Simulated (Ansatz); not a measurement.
# Calculations on ZnSiNH₆OCl

## 1. Relaxation

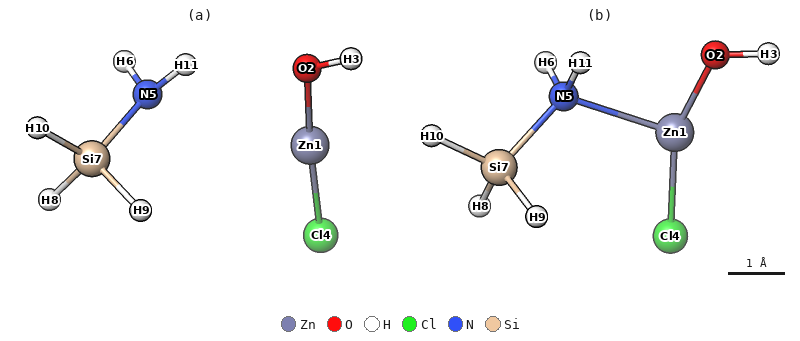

The structure of ZnSiNH₆OCl before (left) and after (right) a relaxation, at one scale.

Style: ball-and-stick. Shown at a tilt.

The run prepares an end point of a later path (reaction) calculation, from a guessed geometry.

The calculation used RKS B3LYP/def2-SVP in Ansatz 0.2.0.

The input:
```yaml
crystal:
  periodic: [false, false, false]
  atoms:
    - { symbol: Zn, position_ang: [-0.427247, -0.213643, -0.02872] }
    - { symbol: O, position_ang: [-0.41143, -0.191216, 1.761633] }
    - { symbol: H, position_ang: [-1.267849, -0.210348, 2.207392] }
    - { symbol: Cl, position_ang: [-0.564602, -0.297065, -2.1357] }
    - { symbol: "N", position_ang: [2.380215, 0.653505, 1.013369] }
    - { symbol: H, position_ang: [3.112849, -0.050827, 1.050743] }
    - { symbol: Si, position_ang: [2.818698, 2.297031, 0.622699] }
    - { symbol: H, position_ang: [3.685002, 2.258803, -0.590064] }
    - { symbol: H, position_ang: [1.570976, 3.059449, 0.336289] }
    - { symbol: H, position_ang: [3.564699, 3.044748, 1.685147] }
    - { symbol: H, position_ang: [1.688389, 0.488361, 1.769712] }
basis:
  gaussian: { orbitals: def2-SVP }
hamiltonian:
  xc: b3lyp
relax:
  f_tol: 0.03
  max_steps: 50
```

Launched with:
```bash
ansatz run input.yaml --threads 4 --pin off --max-ram 5120MiB --backend cpu --events-out ev --progress --plain --runs-dir out
```

Question: Summarise the run.

Answer: Cl4 moves most after the best rigid fit: 1.01 Å. Largest moves by element: Cl 1.01 Å, Zn 0.70 Å, H 0.67 Å, N 0.38 Å, O 0.29 Å, Si 0.25 Å. Near-neighbour distances that change, for instance: Zn1–N5 3.118 → 2.176 Å, Zn1–Si7 4.155 → 3.378 Å, Zn1–Cl4 2.113 → 2.161 Å, N5–Si7 1.745 → 1.792 Å. New bonds form, among them: Zn1–N5 (3.12 → 2.18 Å). Among the angles between lasting bonds that change: O2–Zn1–Cl4 176.4° → 158.1°, H6–N5–Si7 118.6° → 113.5°, N5–Si7–H10 115.9° → 111.1°. Over 15 accepted moves (16 points after the start) the energy falls by 45.6 kJ/mol. Largest force component: 0.83 eV/Å at the start, 0.027 eV/Å at the end. The line search rejected the trial step at point 4 of the run.

Limits of the set-up: the start holds two separate molecules, 2.2 Å apart at their closest, whose relative position is a soft coordinate and is computed without a dispersion correction.

## 2. Relaxation

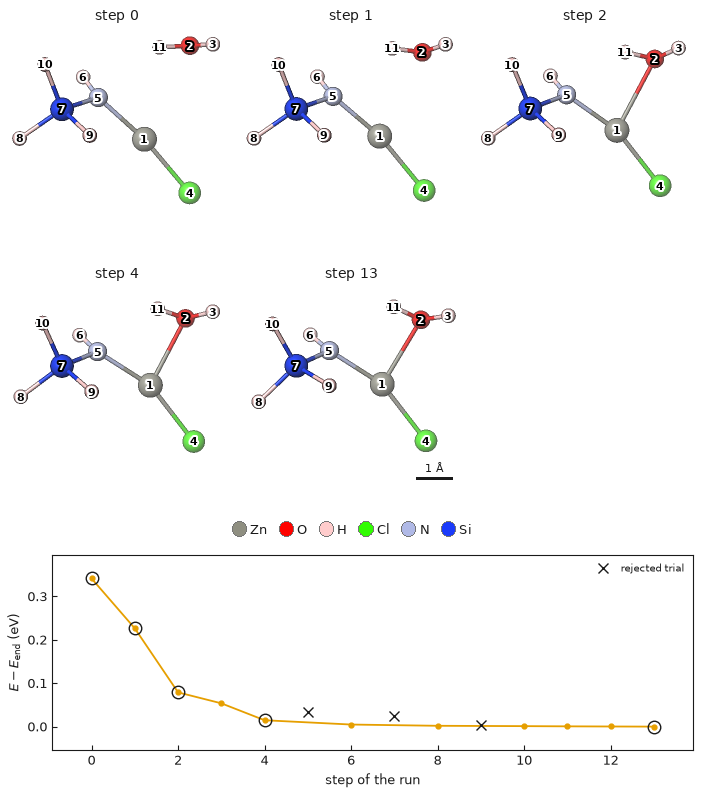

Frames of a relaxation of ZnSiNH6OCl, marked on the history of the run. Style: ball-and-stick. Shown at a tilt.

The run prepares an end point of a later path (reaction) calculation, from a guessed geometry.

These are results of RKS B3LYP/def2-SVP (Ansatz 0.2.0), not measurements. Settings: no spin polarisation; force threshold 0.03 eV/Å; at most 50 steps.

Q: What happens along the run?

A: The atom that moves furthest after the best rigid fit is O2 (0.47 Å). By element the largest moves are O 0.47 Å, H 0.39 Å, Zn 0.39 Å, Cl 0.30 Å, N 0.17 Å, Si 0.05 Å. Near-neighbour distances that change, for instance: Zn1–O2 2.978 → 2.166 Å, Zn1–H11 2.751 → 2.365 Å, Zn1–Cl4 2.118 → 2.138 Å, Zn1–N5 1.905 → 1.891 Å. New bonds form, among them: Zn1–O2 (2.98 → 2.17 Å). Bond angles that change, for instance: Cl4–Zn1–N5 172.4° → 161.1°, H3–O2–H11 103.9° → 108.6°. After 10 accepted moves (13 points after the start) the energy has fallen by 0.341 eV. Largest force component: 0.77 eV/Å at the start, 0.026 eV/Å at the end. The line search rejected the trial steps at points 5, 7, 9 of the run. From step 0 to 1: O2 moves most (0.20 Å), energy −0.115 eV. From step 1 to 2: Zn and O atoms move most (0.19 Å), energy −0.147 eV. From step 2 to 4: H3 moves most (0.19 Å), energy −0.064 eV. From step 4 to 13: H atoms move most (0.19 Å), energy −0.015 eV.

Limits of the set-up: the start holds two separate molecules, 2.3 Å apart at their closest, whose relative position is a soft coordinate and is computed without a dispersion correction.

## 3. Path

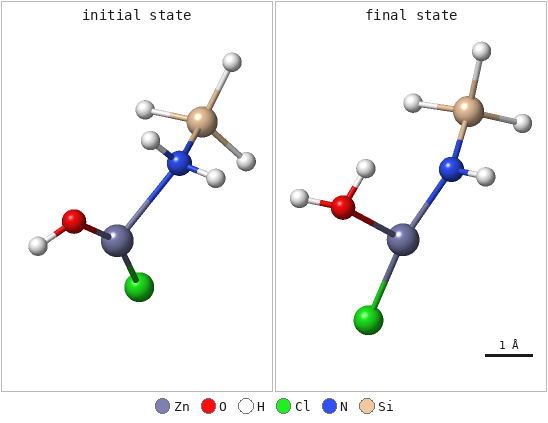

The two relaxed end points of a path for ZnSiNH₆OCl. The picture is a ball-and-stick view, seen from a free direction.

These are results of RKS B3LYP/def2-SVP in Ansatz 0.2.0, not measurements.

Run with 5 movable images; climbing image; force threshold 0.05 eV/Å; iteration limit 60.

Start:
```xyz
11

Zn    0.1576    0.0234    0.2738
O    -0.4846   -0.4222    1.9126
H    -1.3923   -0.7480    1.9460
Cl    0.1421    0.3721   -1.8590
N     2.0251    0.7403    1.1303
H     2.6829   -0.0429    1.1529
Si    2.7127    2.2291    0.4068
H     3.2618    1.8535   -0.9169
H     1.6023    3.2087    0.3017
H     3.7936    2.7940    1.2643
H     1.6484    0.8308    2.0799
```

End:
```xyz
11

Zn    0.6280    0.0088   -0.1667
O    -0.1732   -0.2812    1.8245
H    -0.9943    0.0904    2.1771
Cl   -0.7799   -0.4755   -1.7014
N     2.1733    0.6716    0.6994
H     2.8872   -0.0369    0.8814
Si    2.8246    2.2670    0.4876
H     3.7263    2.4552   -0.6993
H     1.6667    3.2027    0.3159
H     3.6103    2.7090    1.6858
H     0.5806    0.2275    2.1882
```

### What barrier does the band find between them, and by what path?

The highest point, image 4, lies 51.4 kJ/mol above the start and 26.5 kJ/mol above the end; the end is at +24.9 kJ/mol relative to the start. A hydrogen atom shifts from one atom to another. Breaking: N5–H11 (1.03 → 1.32 at the top → 2.23 Å). Forming: O2–H11 (2.48 → 1.22 at the top → 0.98 Å). The band converged in 21 iterations. The largest component of the band force went from 3.5 to 0.037 eV/Å. The climbing image converged on the top of the path. Its vibrational analysis gives one imaginary mode (1104i cm⁻¹), as a transition state must have.

Energies of the converged images:

| image | path (Å) | E (kJ/mol) |
| --- | --- | --- |
| 0 | 0.00 | 0.0 |
| 1 | 0.70 | 0.5 |
| 2 | 1.41 | 1.8 |
| 3 | 2.11 | 9.8 |
| 4 | 2.81 | 51.4 |
| 5 | 3.50 | 25.3 |
| 6 | 4.19 | 24.9 |

The geometry at the top of the path:

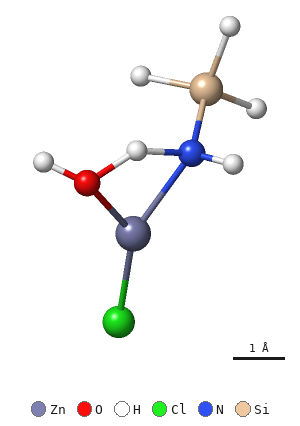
